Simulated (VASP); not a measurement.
Band structure of Al3Sc (L1_2). Calculation: PBE GGA with D4 dispersion, VASP's PBE PAW potentials (set 64) (plane waves; VASP 6.6.1).

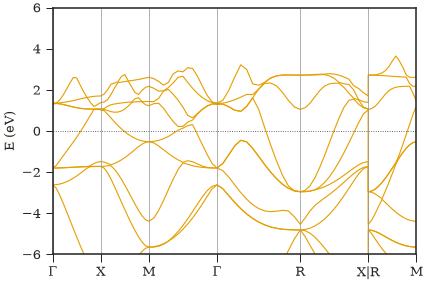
Fig. 1. Bands along high-symmetry lines, zero at the valence-band maximum or, without a gap, the Fermi level

Read the plot: is there a gap, and where are the band edges?

It has no gap at this level: it comes out as a metal or semimetal. (Edges off the drawn lines would not show.)

The compound is Al3Sc in the L1_2 structure. It was relaxed first.
